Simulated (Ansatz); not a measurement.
AlPH$_{5}$O$_{2}$F: geometry relaxation (part 1 of 2)

The run: geometry relaxation of AlPH$_{5}$O$_{2}$F. Method and program: RHF/6-31G* (Ansatz 0.2.0).

The input holds or restrains some coordinates. Forces given for the steps count only the free coordinates. It belongs to a series of runs on one base structure; here: pulled along the bonds that form and break, towards end B. Figures and captions count atoms from 1; the log counts them from 0 in places.

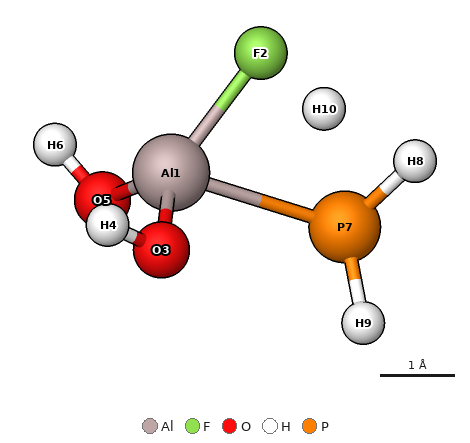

**Figure 1.** The starting structure (ball-and-stick view, seen at a tilt; atoms are numbered from 1 in the order of the input). Sticks mark near contacts. Bond lengths as drawn: Al–F 2.04 Å, Al–O 1.78 Å, Al–P 2.58 Å, H–O 1.01 Å and H–P 1.42 Å.

### Summary

| quantity | value |
| --- | --- |
| outcome | converged under the restraints of the input |
| total energy | −22716.1679 eV |
| mean-field energy | −22716.1679 eV |
| largest force (length of the vector) at the end, held atoms and coordinates included | 0.503 eV/Å |
| hardware | 1 thread of Arm Neoverse V2, 24 GiB of memory available, shared host |
| wall time | 53 s |
| peak memory | 0.18 GiB |

### Input
```yaml
crystal:
  periodic: [false, false, false]
  atoms:
    - { symbol: Al, position_ang: [0.0, 0.0, 0.0] }
    - { symbol: F, position_ang: [0.0, 0.0, 2.04] }
    - { symbol: O, position_ang: [1.5415, 0.0, -0.89] }
    - { symbol: H, position_ang: [1.8414, -0.9519, -1.0449] }
    - { symbol: O, position_ang: [-1.5415, 0.0, -0.89] }
    - { symbol: H, position_ang: [-2.0512, -0.8467, -0.6815] }
    - { symbol: P, position_ang: [0.1156, 2.4456, 0.8135] }
    - { symbol: H, position_ang: [0.6761, 2.4854, 2.1176] }
    - { symbol: H, position_ang: [0.927, 3.2022, -0.0729] }
    - { symbol: H, position_ang: [0.0566, 1.1978, 1.9406] }
basis:
  gaussian: { orbitals: "6-31G*" }
hamiltonian:
  xc: hf
relax:
  f_tol: 0.15
  max_steps: 25
  restrain:
    - { distance: [0, 6], at: 2.28, k: 30.0 }
    - { distance: [9, 1], at: 0.92, k: 30.0 }
    - { distance: [0, 1], at: 2.89, k: 30.0 }
    - { distance: [9, 6], at: 2.62, k: 30.0 }
output:
  orbitals: {}
```

Command:
```bash
ansatz run input.yaml --threads 1 --pin off --max-ram 2048MiB --backend cpu --events-out ev --progress --plain --runs-dir out
```

### The program's output
```
The last accepted step is kept in [file] (removed where the run ends without a failure and the disk answers)
Engine: ansatz 0.2.0, aarch64-unknown-linux-gnu
Functional definition: HF
  exchange = exact_x
  correlation = 0
920 factors; integrals over basis functions are off by at most 7.2e-4 eV
mean field evaluation 1: about -22706.5001 eV, gradient 5.4e1 eV
mean field evaluation 2: about -22706.5546 eV, gradient 5.4e1 eV
mean field evaluation 4: about -22712.4503 eV, gradient 3.2e0 eV
mean field evaluation 8: about -22712.5128 eV, gradient 1.2e-1 eV
mean field -22712.51296256 eV, -834.6694562800 hartree, gradient 1.2e-5 eV, S^2 0.000000; 0 other end points of the search recorded, 0 dependent functions left out
the calculation of the forces begins
reference -22712.51296256 eV, -834.6694562800 hartree; 29, 29 occupied and 64, 64 virtual orbitals, 920 factors
relax step   1: F+E_penalty+E_count = -22712.51296256 eV  Δ(F+E_penalty+E_count) = +0.000e0 eV  max|allowed force component| = 4.120e0 eV/Å  E_restraint = 26.57374711 eV  max|allowed force component, restraints' pulls added| = 3.344e1 eV/Å  Δτ_max = 0.0000 Å  (36 SCF iters, accepted)
  distance Al 0 - P 6 = 2.5799 Å
  distance H 9 - F 1 = 1.2032 Å
  distance Al 0 - F 1 = 2.0400 Å
  distance H 9 - P 6 = 1.6825 Å
these checks for a lower state are left out or cut short: starts, cluster_reference, orbital_swaps, neighbouring_geometries, increment
920 factors; integrals over basis functions are off by at most 6.9e-4 eV
mean field evaluation 16: about -22713.8943 eV, gradient 3.3e-3 eV
mean field -22713.89425506 eV, -834.7202178428 hartree, gradient 2.6e-5 eV, S^2 0.000000; 0 other end points of the search recorded, 0 dependent functions left out
[... from here on the field's lines of each further geometry are left out, up to the last ...]
relax step   2: F+E_penalty+E_count = -22713.89425506 eV  Δ(F+E_penalty+E_count) = -1.381e0 eV  max|allowed force component| = 4.125e0 eV/Å  E_restraint = 12.32024654 eV  max|allowed force component, restraints' pulls added| = 2.144e1 eV/Å  Δτ_max = 0.1990 Å  (32 SCF iters, accepted)
relax step   3: F+E_penalty+E_count = -22714.66448750 eV  Δ(F+E_penalty+E_count) = -7.702e-1 eV  max|allowed force component| = 2.810e0 eV/Å  E_restraint = 3.86287406 eV  max|allowed force component, restraints' pulls added| = 9.867e0 eV/Å  Δτ_max = 0.1947 Å  (31 SCF iters, accepted)
relax step   4: F+E_penalty+E_count = -22715.29618741 eV  Δ(F+E_penalty+E_count) = -6.317e-1 eV  max|allowed force component| = 2.470e0 eV/Å  E_restraint = 0.36790155 eV  max|allowed force component, restraints' pulls added| = 2.818e0 eV/Å  Δτ_max = 0.1945 Å  (31 SCF iters, accepted)
relax step   5: F+E_penalty+E_count = -22715.69482281 eV  Δ(F+E_penalty+E_count) = -3.986e-1 eV  max|allowed force component| = 2.050e0 eV/Å  E_restraint = 0.04411260 eV  max|allowed force component, restraints' pulls added| = 2.735e0 eV/Å  Δτ_max = 0.1944 Å  (31 SCF iters, accepted)
relax step   6: F+E_penalty+E_count = -22715.79648208 eV  Δ(F+E_penalty+E_count) = -1.017e-1 eV  max|allowed force component| = 9.360e-1 eV/Å  E_restraint = 0.01448127 eV  max|allowed force component, restraints' pulls added| = 4.901e-1 eV/Å  Δτ_max = 0.2000 Å  (31 SCF iters, accepted)
relax step   7: F+E_penalty+E_count = -22715.85807985 eV  Δ(F+E_penalty+E_count) = -6.160e-2 eV  max|allowed force component| = 8.676e-1 eV/Å  E_restraint = 0.01015992 eV  max|allowed force component, restraints' pulls added| = 1.910e-1 eV/Å  Δτ_max = 0.2000 Å  (31 SCF iters, accepted)
relax step   8: F+E_penalty+E_count = -22715.88302506 eV  Δ(F+E_penalty+E_count) = -2.495e-2 eV  max|allowed force component| = 7.474e-1 eV/Å  E_restraint = 0.01006082 eV  max|allowed force component, restraints' pulls added| = 1.257e-1 eV/Å  Δτ_max = 0.1368 Å  (31 SCF iters, accepted)
relax step   9: F+E_penalty+E_count = -22715.88483199 eV  Δ(F+E_penalty+E_count) = -1.807e-3 eV  max|allowed force component| = 1.425e0 eV/Å  E_restraint = 0.01771213 eV  max|allowed force component, restraints' pulls added| = 1.731e0 eV/Å  Δτ_max = 0.1952 Å  (30 SCF iters, rejected (line search))
relax step  10: F+E_penalty+E_count = -22715.89886962 eV  Δ(F+E_penalty+E_count) = -1.584e-2 eV  max|allowed force component| = 7.420e-1 eV/Å  E_restraint = 0.00871215 eV  max|allowed force component, restraints' pulls added| = 1.905e-1 eV/Å  Δτ_max = 0.0932 Å  (31 SCF iters, accepted)
relax step  11: F+E_penalty+E_count = -22715.91713737 eV  Δ(F+E_penalty+E_count) = -1.827e-2 eV  max|allowed force component| = 7.295e-1 eV/Å  E_restraint = 0.00953412 eV  max|allowed force component, restraints' pulls added| = 6.561e-1 eV/Å  Δτ_max = 0.0976 Å  (31 SCF iters, accepted)
relax step  12: F+E_penalty+E_count = -22715.94434098 eV  Δ(F+E_penalty+E_count) = -2.720e-2 eV  max|allowed force component| = 7.057e-1 eV/Å  E_restraint = 0.00953709 eV  max|allowed force component, restraints' pulls added| = 6.177e-1 eV/Å  Δτ_max = 0.1499 Å  (32 SCF iters, accepted)
relax step  13: F+E_penalty+E_count = -22715.95409567 eV  Δ(F+E_penalty+E_count) = -9.755e-3 eV  max|allowed force component| = 1.984e0 eV/Å  E_restraint = 0.02805359 eV  max|allowed force component, restraints' pulls added| = 2.754e0 eV/Å  Δτ_max = 0.1972 Å  (30 SCF iters, rejected (line search))
relax step  14: F+E_penalty+E_count = -22715.96840861 eV  Δ(F+E_penalty+E_count) = -2.407e-2 eV  max|allowed force component| = 9.048e-1 eV/Å  E_restraint = 0.00733202 eV  max|allowed force component, restraints' pulls added| = 1.076e0 eV/Å  Δτ_max = 0.0962 Å  (31 SCF iters, accepted)
relax step  15: F+E_penalty+E_count = -22716.00098267 eV  Δ(F+E_penalty+E_count) = -3.257e-2 eV  max|allowed force component| = 6.818e-1 eV/Å  E_restraint = 0.00787192 eV  max|allowed force component, restraints' pulls added| = 7.209e-1 eV/Å  Δτ_max = 0.0954 Å  (31 SCF iters, accepted)
relax step  16: F+E_penalty+E_count = -22716.03715555 eV  Δ(F+E_penalty+E_count) = -3.617e-2 eV  max|allowed force component| = 5.798e-1 eV/Å  E_restraint = 0.00723447 eV  max|allowed force component, restraints' pulls added| = 5.318e-1 eV/Å  Δτ_max = 0.1495 Å  (31 SCF iters, accepted)
relax step  17: F+E_penalty+E_count = -22716.08473861 eV  Δ(F+E_penalty+E_count) = -4.758e-2 eV  max|allowed force component| = 5.774e-1 eV/Å  E_restraint = 0.00566749 eV  max|allowed force component, restraints' pulls added| = 2.320e-1 eV/Å  Δτ_max = 0.1994 Å  (31 SCF iters, accepted)
relax step  18: F+E_penalty+E_count = -22716.11589392 eV  Δ(F+E_penalty+E_count) = -3.116e-2 eV  max|allowed force component| = 5.925e-1 eV/Å  E_restraint = 0.00512182 eV  max|allowed force component, restraints' pulls added| = 1.861e-1 eV/Å  Δτ_max = 0.1998 Å  (32 SCF iters, accepted)
relax step  19: F+E_penalty+E_count = -22716.11126492 eV  Δ(F+E_penalty+E_count) = +4.629e-3 eV  max|allowed force component| = 1.443e0 eV/Å  E_restraint = 0.01264229 eV  max|allowed force component, restraints' pulls added| = 2.078e0 eV/Å  Δτ_max = 0.1950 Å  (31 SCF iters, rejected (line search))
relax step  20: F+E_penalty+E_count = -22716.13170373 eV  Δ(F+E_penalty+E_count) = -1.581e-2 eV  max|allowed force component| = 5.379e-1 eV/Å  E_restraint = 0.00442606 eV  max|allowed force component, restraints' pulls added| = 1.502e-1 eV/Å  Δτ_max = 0.0975 Å  (30 SCF iters, accepted)
relax step  21: F+E_penalty+E_count = -22716.14288171 eV  Δ(F+E_penalty+E_count) = -1.118e-2 eV  max|allowed force component| = 6.106e-1 eV/Å  E_restraint = 0.00462868 eV  max|allowed force component, restraints' pulls added| = 5.539e-1 eV/Å  Δτ_max = 0.0958 Å  (31 SCF iters, accepted)
relax step  22: F+E_penalty+E_count = -22716.16066966 eV  Δ(F+E_penalty+E_count) = -1.779e-2 eV  max|allowed force component| = 4.985e-1 eV/Å  E_restraint = 0.00496287 eV  max|allowed force component, restraints' pulls added| = 1.546e-1 eV/Å  Δτ_max = 0.1500 Å  (31 SCF iters, accepted)
the calculation of the forces begins
reference -22716.16790481 eV, -834.8037729301 hartree; 29, 29 occupied and 64, 64 virtual orbitals, 920 factors
relax step  23: F+E_penalty+E_count = -22716.16790481 eV  Δ(F+E_penalty+E_count) = -7.235e-3 eV  max|allowed force component| = 4.078e-1 eV/Å  E_restraint = 0.00468456 eV  max|allowed force component, restraints' pulls added| = 9.472e-2 eV/Å  Δτ_max = 0.1645 Å  (31 SCF iters, accepted)
```

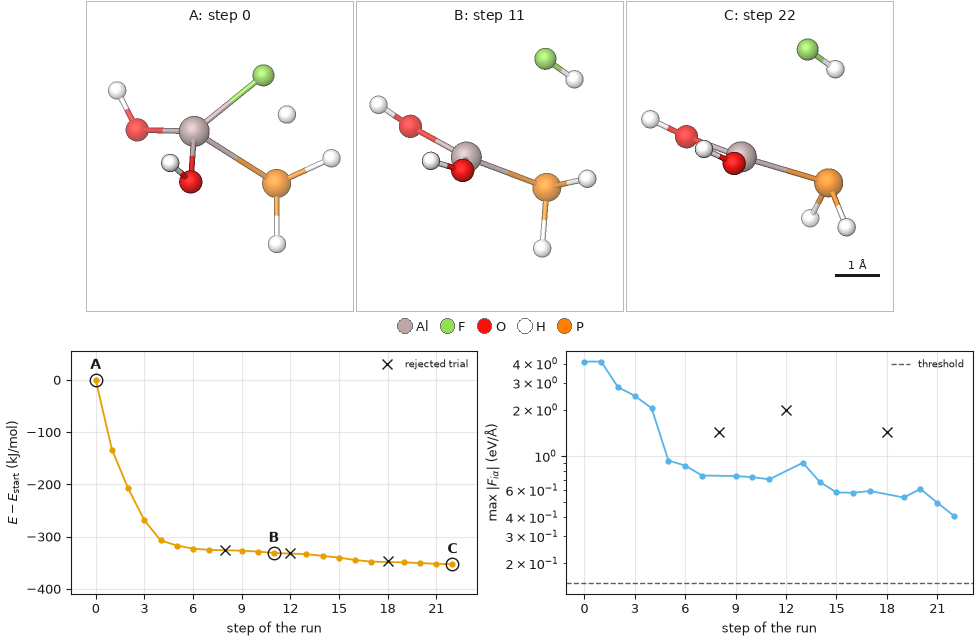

**Figure 2.** Frames of the restrained relaxation (ball-and-stick view, seen at a tilt) above the curves, on which the letters mark them (the first geometry is step 0 here and step 1 in the log).

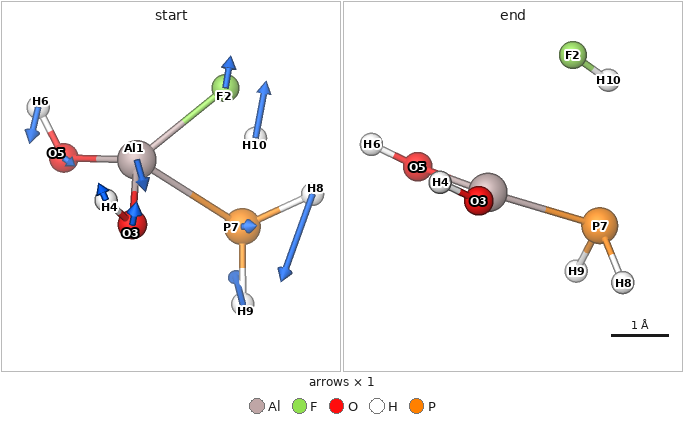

**Figure 3.** Before (left) and after (right) the restrained relaxation, at one scale (ball-and-stick view, seen at a tilt). The blue arrows give the displacements, at true length. The largest move after the best rigid fit is that of H8, 1.83 Å. By element the largest moves are H 1.83 Å, Al 0.62 Å, F 0.60 Å, O 0.47 Å, P 0.34 Å. Among the contacts that change: Al1–F2 2.040 → 2.883 Å, F2–H10 1.203 → 0.918 Å, Al1–P7 2.580 → 2.296 Å, Al1–O3 1.780 → 1.692 Å. New bonds form: F2–H10 (1.20 → 0.92 Å). Bonds break: Al1–F2 (2.04 → 2.88 Å). Among the angles that change: O3–Al1–P7 96.8° → 118.7°, Al1–O3–H4 109.5° → 128.3°, O5–Al1–P7 101.3° → 116.8°. The energy falls by 352.6 kJ/mol in 22 geometry steps. Largest force component: 4.1 eV/Å at the start, 0.41 eV/Å at the end. The line search rejected the trial steps at points 8, 12, 18 (counted from 0) and went back. (Atoms are counted from 1 in the order of the input.)

```
  distance Al 0 - P 6 = 2.2959 Å
  distance H 9 - F 1 = 0.9185 Å
  distance Al 0 - F 1 = 2.8831 Å
  distance H 9 - P 6 = 2.6233 Å
920 factors; integrals over basis functions are off by at most 6.3e-4 eV
mean field -22716.16790481 eV, -834.8037729301 hartree, gradient 1.3e-5 eV, S^2 0.000000; 1 other end points of the search recorded, 0 dependent functions left out
the calculation of the forces begins
reference -22716.16790481 eV, -834.8037729301 hartree; 29, 29 occupied and 64, 64 virtual orbitals, 920 factors
Total energy: -22716.16790481 eV, -834.8037729301 hartree
Atom 0 at     0.186621     0.525176    -0.221798 Å, force    -0.097972    -0.403390    -0.138564 eV/Å
Atom 1 at    -0.348002    -0.223244     2.510653 Å, force     0.012696     0.010084    -0.207565 eV/Å
Atom 2 at     1.552083    -0.429706    -0.513742 Å, force    -0.009258     0.062469     0.062619 eV/Å
Atom 3 at     1.589420    -1.306392    -0.857097 Å, force     0.007151    -0.061157    -0.019494 eV/Å
Atom 4 at    -1.352618     0.206801    -0.846198 Å, force    -0.001225     0.028470     0.037662 eV/Å
Atom 5 at    -1.673695    -0.587733    -1.237918 Å, force    -0.025816    -0.050282    -0.028641 eV/Å
Atom 6 at     0.435736     2.467913     0.975973 Å, force     0.100355     0.407754     0.276391 eV/Å
Atom 7 at     1.737234     2.821970     0.608305 Å, force     0.045517     0.034322    -0.002162 eV/Å
Atom 8 at    -0.251405     3.390294     0.182209 Å, force    -0.035874     0.000812    -0.063586 eV/Å
Atom 9 at    -0.309874     0.667321     2.732014 Å, force     0.004426    -0.029084     0.083341 eV/Å
Dipole moment:    -0.045275    -0.228385    -0.260993 e Å
```

### Trajectory as extended XYZ (Å, eV, eV/Å), 22 of the 23 frames kept, from step=1 to step=23
```
10
Properties=species:S:1:pos:R:3:forces:R:3 step=1 energy=-22712.51296
Al    0.0000    0.0000    0.0000    0.4246   3.6750  -0.4707
F     0.0000    0.0000    2.0400   -0.2444   1.4985  -1.4072
O     1.5415    0.0000   -0.8900   -0.8952  -4.0888   1.0430
H     1.8414   -0.9519   -1.0449   -0.4237   2.7304   0.0386
O    -1.5415    0.0000   -0.8900    0.3476  -3.6718   2.2616
H    -2.0512   -0.8467   -0.6815    0.9587   2.4851  -0.8975
P     0.1156    2.4456    0.8135   -2.1532   1.9150  -1.4375
H     0.6761    2.4854    2.1176    0.5850   0.4436  -0.1029
H     0.9270    3.2022   -0.0729    0.6559  -0.8667   0.9307
H     0.0566    1.1978    1.9406    0.7448  -4.1202   0.0419
10
Properties=species:S:1:pos:R:3:forces:R:3 step=2 energy=-22713.89425
Al    0.0048    0.1111   -0.1049    0.3625   3.5323  -0.5650
F    -0.0032    0.0028    2.1814   -0.0619   2.9744  -1.3579
O     1.5493   -0.0212   -0.8936   -0.6765  -2.8279   0.7188
H     1.8391   -0.9428   -1.0452   -0.0742   1.5168  -0.1371
O    -1.5486   -0.0192   -0.8886    0.4214  -2.5245   1.5717
H    -2.0462   -0.8374   -0.6837    0.4515   1.4493  -0.6402
P     0.0932    2.5052    0.6995   -2.1252  -0.4446   1.2505
H     0.6706    2.4900    2.0887   -0.0108   0.2333  -1.6899
H     0.9479    3.2065   -0.0797    1.5091   0.2164  -0.1754
H     0.0587    1.0374    2.0584    0.2041  -4.1255   1.0245
10
Properties=species:S:1:pos:R:3:forces:R:3 step=3 energy=-22714.66449
Al    0.0104    0.2365   -0.2316    0.1341   2.6665  -0.2375
F    -0.0041    0.0155    2.3119   -0.3548  -2.6433  -0.3191
O     1.5520   -0.0441   -0.8935   -0.3574  -1.4245   0.3687
H     1.8393   -0.9375   -1.0468    0.2205   0.2709  -0.2674
O    -1.5502   -0.0386   -0.8826    0.5138  -1.2396   0.8108
H    -2.0432   -0.8306   -0.6867   -0.0185   0.3921  -0.3137
P     0.0655    2.5298    0.6049   -1.9052  -0.8204   2.8098
H     0.6656    2.4907    2.0532   -0.4504   0.1769  -2.5343
H     0.9714    3.2153   -0.0881    1.8638   0.5860  -0.6694
H     0.0587    0.8955    2.1917    0.3541   2.0355   0.3521
10
Properties=species:S:1:pos:R:3:forces:R:3 step=4 energy=-22715.29619
Al    0.0156    0.3978   -0.3401    0.0503   0.6427  -0.3381
F    -0.0140   -0.0674    2.4271   -0.2285  -1.4161  -0.3824
O     1.5576   -0.0638   -0.8930   -0.5485  -0.3765   0.3440
H     1.8353   -0.9496   -1.0504    0.1495  -0.1832  -0.2220
O    -1.5436   -0.0535   -0.8805    0.7579  -0.3107   0.4640
H    -2.0341   -0.8344   -0.6812   -0.0533  -0.0315  -0.1155
P     0.0122    2.5670    0.5465   -0.7598   0.3248   2.4696
H     0.6463    2.4957    1.9556   -0.6478   0.0066  -2.2445
H     1.0205    3.2172   -0.0970    1.0377   0.1584  -0.3286
H     0.0698    0.8234    2.3453    0.2425   1.1855   0.3535
```
